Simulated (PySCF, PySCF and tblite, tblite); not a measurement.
# C₆H₁₁FS₂: a path driven as rotation about a bond, and NMR exchange, part 2 of 2

PySCF and tblite. Atoms count from 0. Earlier steps stand in the parts before.

### 7 Shieldings, saddle of leg 1: B3LYP/pcSseg-1 in acetone

The job: settings as JSON, then the geometry in Å.

```
{"job": {"kind": "nmr", "xc": "B3LYP", "basis": "pcSseg-1", "solvent": "acetone", "pop": false}, "charge": 0, "multiplicity": 1}
F      2.424833     1.459747    -0.931881
C      3.137534     0.406022    -0.447095
S      3.156358     0.328850     1.363252
S      1.372037    -0.575080     2.025210
C      0.394244    -1.073405     0.563577
C     -0.423405     0.058250    -0.021282
C     -1.482829    -0.368317    -1.056992
C     -2.557087     0.377674    -0.251091
C     -1.542477     0.611035     0.878740
H      4.182215     0.549227    -0.732503
H      2.729109    -0.505972    -0.887232
H      1.049285    -1.544261    -0.170152
H     -0.259386    -1.842753     0.977962
H      0.225076     0.847990    -0.397926
H     -1.314846    -0.008158    -2.069460
H     -1.636566    -1.445783    -1.087468
H     -3.431700    -0.210216     0.018059
H     -2.886282     1.297895    -0.727914
H     -1.417699     1.643196     1.196192
H     -1.718414    -0.005940     1.758004
```

What it wrote:

```text
coarse grid: 17672 points
cycle   1  E = -1131.2678816869  dE =  9.885e-01  |g| = 5.906e-01  |ddm| = 4.127e+00
cycle   2  E = -1131.2122425552  dE =  5.564e-02  |g| = 8.305e-01  |ddm| = 9.950e-01
cycle   3  E = -1131.3394612740  dE = -1.272e-01  |g| = 6.740e-02  |ddm| = 5.791e-01
cycle   4  E = -1131.3401388098  dE = -6.775e-04  |g| = 3.085e-02  |ddm| = 7.561e-02
cycle   5  E = -1131.3403217999  dE = -1.830e-04  |g| = 8.243e-03  |ddm| = 2.897e-02
cycle   6  E = -1131.3403363651  dE = -1.457e-05  |g| = 1.498e-03  |ddm| = 8.880e-03
cycle   7  E = -1131.3403367389  dE = -3.739e-07  |g| = 4.108e-04  |ddm| = 1.776e-03
final grid: 161440 points
cycle   8  E = -1131.4158378749  dE = -5.094e-05  |g| = 7.789e-03  |ddm| = 3.189e-02
cycle   9  E = -1131.4158263185  dE =  1.156e-05  |g| = 1.070e-02  |ddm| = 1.418e-02
cycle  10  E = -1131.4158519884  dE = -2.567e-05  |g| = 7.696e-04  |ddm| = 8.471e-03
cycle  11  E = -1131.4158520914  dE = -1.030e-07  |g| = 2.455e-04  |ddm| = 8.893e-04
cycle  12  E = -1131.4158521023  dE = -1.091e-08  |g| = 6.769e-05  |ddm| = 2.058e-04
cycle  13  E = -1131.4158521032  dE = -9.518e-10  |g| = 1.749e-05  |ddm| = 8.055e-05
converged SCF energy = -1131.4158521032

GIAO shielding tensors (ppm)
atom      isotropic    diamagn.    paramagn.     s11        s22        s33       span
  0 F      375.068     479.735    -104.667    324.364    348.161    452.679    128.315
  1 C       88.953     241.715    -152.762     34.207     84.867    147.785    113.579
  2 S      422.152    1054.363    -632.210    275.077    392.367    599.013    323.935
  3 S      439.078    1055.432    -616.355    238.159    419.943    659.131    420.972
  4 C      134.728     249.410    -114.681    110.012    132.931    161.241     51.229
  5 C      147.197     246.249     -99.052    128.698    149.599    163.294     34.595
  6 C      154.999     248.907     -93.907    141.994    144.796    178.208     36.214
  7 C      166.104     252.326     -86.222    156.249    162.986    179.076     22.827
  8 C      153.186     249.377     -96.191    136.611    146.316    176.629     40.018
  9 H       25.567      24.996       0.571     19.038     26.221     31.443     12.405
 10 H       25.519      29.285      -3.766     22.057     25.636     28.865      6.808
 11 H       28.265      31.577      -3.312     23.820     28.668     32.306      8.487
 12 H       29.038      31.383      -2.345     23.090     29.052     34.971     11.881
 13 H       29.127      33.539      -4.412     23.413     29.470     34.499     11.086
 14 H       29.711      31.052      -1.340     26.227     27.487     35.420      9.194
 15 H       30.145      31.426      -1.281     26.786     29.133     34.515      7.730
 16 H       29.955      29.218       0.737     26.289     26.874     36.701     10.413
 17 H       29.853      29.996      -0.143     26.870     27.049     35.640      8.769
 18 H       29.516      30.977      -1.461     25.764     28.285     34.498      8.734
 19 H       30.150      31.675      -1.525     26.438     30.613     33.399      6.962
```

Run time: 42 s. Hardware: 1 thread of Arm Neoverse V2, shared host; peak memory 1.2 GiB.

In short: HOMO -5.87 eV, LUMO -1.03 eV; dipole 3.61 D.

### 8 Shieldings, end: B3LYP/pcSseg-1 in acetone

The job: settings as JSON, then the geometry in Å.

```
{"job": {"kind": "nmr", "xc": "B3LYP", "basis": "pcSseg-1", "solvent": "acetone", "pop": false}, "charge": 0, "multiplicity": 1}
F      3.735621     1.869733     0.759284
C      2.941244     1.165101    -0.085517
S      2.984541    -0.627848     0.281652
S      1.532146    -0.842199     1.678896
C      0.107534    -1.444500     0.689610
C     -0.371723    -0.439643    -0.335377
C     -1.750751    -0.786827    -0.931793
C     -2.375034     0.381911    -0.154376
C     -0.972013     0.843293     0.268885
H      3.324921     1.295539    -1.099867
H      1.920486     1.536513     0.022512
H      0.405269    -2.382611     0.221693
H     -0.658993    -1.639095     1.438549
H      0.412760    -0.278448    -1.079274
H     -1.791665    -0.662135    -2.011375
H     -2.125777    -1.776261    -0.678452
H     -2.995721     0.063899     0.680169
H     -2.936176     1.092799    -0.756152
H     -0.650318     1.753600    -0.233921
H     -0.815523     0.957553     1.340231
```

What it wrote:

```text
coarse grid: 17672 points
cycle   1  E = -1131.2810782568  dE =  1.031e+00  |g| = 5.902e-01  |ddm| = 4.138e+00
cycle   2  E = -1131.2247930289  dE =  5.629e-02  |g| = 8.296e-01  |ddm| = 9.749e-01
cycle   3  E = -1131.3518573007  dE = -1.271e-01  |g| = 6.317e-02  |ddm| = 5.745e-01
cycle   4  E = -1131.3524853725  dE = -6.281e-04  |g| = 2.793e-02  |ddm| = 7.391e-02
cycle   5  E = -1131.3526402629  dE = -1.549e-04  |g| = 8.203e-03  |ddm| = 2.706e-02
cycle   6  E = -1131.3526547886  dE = -1.453e-05  |g| = 1.604e-03  |ddm| = 8.718e-03
cycle   7  E = -1131.3526552541  dE = -4.655e-07  |g| = 3.878e-04  |ddm| = 1.908e-03
final grid: 161440 points
cycle   8  E = -1131.4269230618  dE = -5.207e-05  |g| = 7.904e-03  |ddm| = 3.381e-02
cycle   9  E = -1131.4269106971  dE =  1.236e-05  |g| = 1.087e-02  |ddm| = 1.489e-02
cycle  10  E = -1131.4269378348  dE = -2.714e-05  |g| = 7.273e-04  |ddm| = 8.773e-03
cycle  11  E = -1131.4269379290  dE = -9.420e-08  |g| = 2.320e-04  |ddm| = 8.903e-04
cycle  12  E = -1131.4269379386  dE = -9.654e-09  |g| = 6.878e-05  |ddm| = 2.003e-04
cycle  13  E = -1131.4269379396  dE = -9.543e-10  |g| = 1.734e-05  |ddm| = 7.862e-05
converged SCF energy = -1131.4269379396

GIAO shielding tensors (ppm)
atom      isotropic    diamagn.    paramagn.     s11        s22        s33       span
  0 F      378.711     468.620     -89.909    325.082    347.045    464.007    138.925
  1 C       73.163     250.236    -177.072     34.879     79.024    105.587     70.708
  2 S      392.632    1056.597    -663.965    277.905    308.453    591.537    313.632
  3 S      417.222    1056.189    -638.967    278.038    311.712    661.916    383.879
  4 C      128.077     249.347    -121.270    107.863    123.942    152.427     44.563
  5 C      149.827     246.199     -96.372    136.466    148.267    164.749     28.284
  6 C      156.817     250.008     -93.191    141.288    152.746    176.417     35.129
  7 C      164.974     251.217     -86.243    154.984    159.346    180.592     25.608
  8 C      156.031     247.313     -91.281    141.894    149.915    176.286     34.392
  9 H       25.537      29.264      -3.727     20.366     26.509     29.737      9.372
 10 H       26.448      31.241      -4.792     19.611     28.045     31.690     12.079
 11 H       28.805      30.769      -1.964     22.999     29.122     34.294     11.295
 12 H       29.315      31.577      -2.263     24.139     28.433     35.371     11.232
 13 H       29.299      33.110      -3.811     24.412     29.908     33.578      9.166
 14 H       29.392      30.569      -1.177     26.158     27.111     34.908      8.750
 15 H       30.182      30.498      -0.315     26.550     28.148     35.849      9.299
 16 H       29.726      30.079      -0.353     26.433     27.172     35.573      9.140
 17 H       29.789      29.244       0.544     26.395     26.694     36.278      9.883
 18 H       29.600      31.251      -1.652     25.548     29.151     34.100      8.552
 19 H       29.915      31.459      -1.543     25.848     30.348     33.550      7.702
```

Wall time 41 s (1 thread of Arm Neoverse V2, shared host); peak memory 1.2 GiB.

In short: HOMO -6.72 eV, LUMO -0.54 eV; dipole 4.32 D.

### 9 Barriers, rates and exchange

The job: settings as JSON, then the geometry in Å.

```
{"job": {"smiles": "FCSSCC1CCC1", "charge": 0, "mult": 1, "motion": "rotation", "what": "dichalcogenide", "atoms": [2, 3], "drives": [{"terms": [["t", [1, 2, 3, 4], 1.0]], "by": 180, "n": 12}], "study": "path", "level": {"kind": "nmr", "xc": "B3LYP", "basis": "pcSseg-1", "solvent": "acetone"}, "fields": [80, 300, 400], "first": 1, "seed": 122, "kind": "path"}, "charge": 0, "multiplicity": 1}
F      3.441382    -0.345097    -1.369655
C      3.867125     0.192738    -0.194223
S      2.513281     1.058231     0.678962
S      1.475958    -0.474212     1.503585
C      0.306812    -0.924507     0.163055
C     -0.680251     0.184570    -0.116689
C     -1.848761    -0.182128    -1.052089
C     -2.839609     0.351354    -0.006161
C     -1.689377     0.498700     1.001660
H      4.634319     0.936321    -0.416560
H      4.246090    -0.617429     0.431920
H      0.891499    -1.179960    -0.721084
H     -0.191131    -1.818018     0.538664
H     -0.142215     1.073729    -0.453089
H     -1.853943     0.325293    -2.013888
H     -1.934068    -1.254094    -1.220362
H     -3.631924    -0.335728     0.282321
H     -3.285944     1.302379    -0.287582
H     -1.585962     1.477252     1.464643
H     -1.698430    -0.258716     1.783534
```

What it wrote:

```text
stationary points (kcal/mol above the start)
  n  kind          group   xTB      DFT    lowest mode
  0  minimum      C1       0.00     0.00      29.6
  1  saddle       C1      10.96     8.58     -96.6
  2  minimum      C1       1.22     1.12      42.1

GFN2-xTB energies: T/K, barrier G, reaction G (kcal/mol), k forward, k back (1/s)
 150.00    11.04     1.29   0.000259     0.0199
 200.00    11.16     1.32       2.67       73.3
 250.00    11.29     1.34        706   1.04e+04
 298.15    11.42     1.36   2.64e+04   2.61e+05
 350.00    11.57     1.38   4.35e+05   3.15e+06
 400.00    11.72     1.40    3.3e+06   1.91e+07
 500.00    12.03     1.43   5.74e+07   2.43e+08

B3LYP/pcSseg-1 + D3(BJ), IEF-PCM acetone energies: T/K, barrier G, reaction G (kcal/mol), k forward, k back (1/s)
 150.00     8.65     1.20       0.77       42.6
 200.00     8.77     1.22   1.08e+03   2.31e+04
 250.00     8.90     1.24   8.56e+04   1.04e+06
 298.15     9.04     1.26   1.48e+06   1.23e+07
 350.00     9.19     1.28   1.34e+07   8.43e+07
 400.00     9.34     1.30   6.61e+07   3.39e+08
 500.00     9.65     1.34   6.33e+08   2.43e+09
```

Wall time 2.4 min (1 thread of Arm Neoverse V2, shared host); peak memory 1.2 GiB. This counts the whole study up to here.

Barriers by level (kcal/mol; entropies in cal/(mol K)). Zero-point and thermal terms come from xTB in every row. ΔG‡ leaves symmetry out; the rate counts one path; effective ΔG‡, where given, is the barrier that would give that rate by Eyring's equation alone:

| level | ΔE‡ | with zero-point | ΔH‡ | ΔS‡ | ΔG‡ (298 K) | ΔE of reaction | k at 298 K (1/s) | effective ΔG‡ |
| --- | --- | --- | --- | --- | --- | --- | --- | --- |
| GFN2-xTB | 10.96 | 10.79 | 10.26 | -3.9 | 11.42 | 1.22 | 2.6e+04 | 11.42 |
| B3LYP/pcSseg-1 + D3(BJ), IEF-PCM acetone | 8.58 | 8.40 | 7.87 | -3.9 | 9.04 | 1.12 | 1.5e+06 | 9.04 |

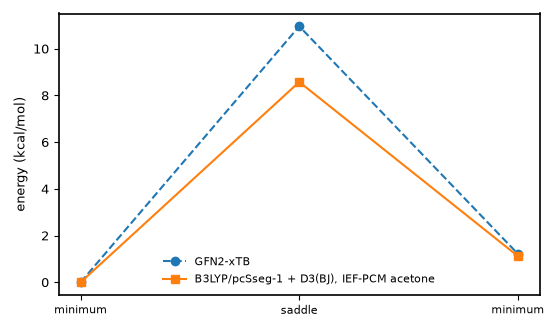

The xTB stationary points, at both levels.

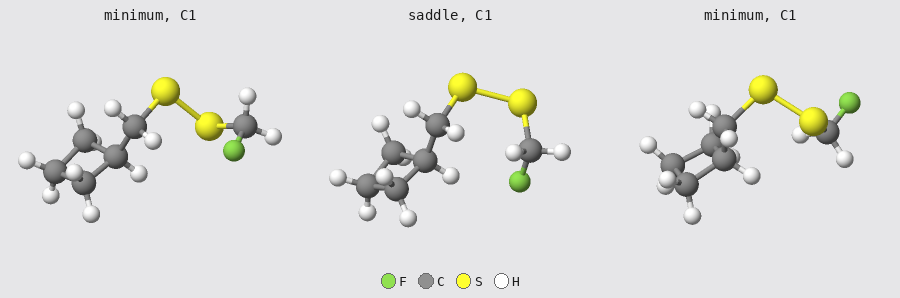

The stationary points in order.

Sites that the driver pairs across this motion, and where their lines would merge (no couplings; faster rotations or exchange between molecules can average them sooner):

```
nucleus        sites: shielding (ppm)  proton frequency (MHz)  spread (Hz)  coalescence (K)  lines at 298 K
    ¹⁹F    F0: 384.9; F0 (end): 378.7                     400         2331        not given               –
    ¹³C    C4: 125.1; C4 (end): 128.1                     400          297        not given               –
     ¹H  H13: 28.76; H13 (end): 29.30                     400          215        not given               –
    ¹³C    C8: 154.1; C8 (end): 156.0                     400          199        not given               –
     ¹H  H10: 25.98; H10 (end): 26.45                     400          189        not given               –
    ¹³C    C6: 155.2; C6 (end): 156.8                     400          166        not given               –
    ¹³C    C7: 166.0; C7 (end): 165.0                     400          103        not given               –
     ¹H  H16: 29.95; H16 (end): 29.73                     400           89        not given               –
```

A dash: the driver gave no coalescence for this row (it judged the minor form too scarce).

Rows that set an atom against itself at the end compare its shielding in the two forms.

### 10 What came out

The summary covers parts 1 to 2.

| quantity | value |
| --- | --- |
| barrier (B3LYP/pcSseg-1 + D3(BJ), IEF-PCM acetone) | ΔE‡ 8.6, ΔG‡(298 K) 9.0 kcal/mol |
| barrier (GFN2-xTB) | ΔE‡ 11.0 kcal/mol |
| rate at 298 K | 1.5e+06 s⁻¹ |
| end of the path | 1.1 kcal/mol from the start |

What this shows: The barrier is 8.6 kcal/mol at the DFT level (xTB: 11.0); with thermal terms and the count of paths the DFT value gives a rate of 1.5e+06 s⁻¹ at 298 K. An error of 1.4 kcal/mol changes that rate tenfold.
